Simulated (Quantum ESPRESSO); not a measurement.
One Ti site of TiO2 in I4₁/amd, with the coupling taken from a PBE PAW density (pw.x of a modified build of Quantum ESPRESSO, JTH datasets) with the all-electron reconstruction of Petrilli and co-workers (|Q| = 0.302 barn). The cell was made here from an entry of the Crystallography Open Database (unchecked): atoms relaxed with PBE in the measured cell (PBE without dispersion, pw.x of Quantum ESPRESSO, symmetry kept).  Stability against distortions was not tested. The run has no spin polarisation. Cores are frozen. Against all-electron runs on small test molecules, this scheme's |Vzz| missed by −2 to +6 % on O. Ti had no test against all-electron runs.

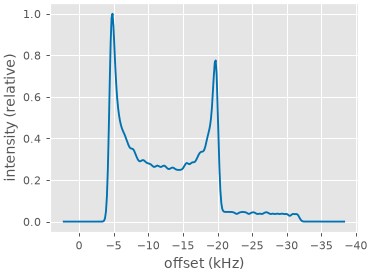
Simulated fast-MAS powder pattern of the ⁴⁷Ti central transition at 18.8 T (Larmor frequency ν0 = 45.2 MHz, I = 5/2), second-order quadrupolar broadening alone, zero at the isotropic chemical shift

Q: Estimate |C_Q| and η_Q from the pattern.

A: 
|C_Q| ≈ 9.8 MHz and η_Q ≈ 0.0. The pattern runs from -31.9 to -4.56 kHz before smoothing, a width that goes as C_Q²/ν0, with its centre of gravity at -12.8 kHz.
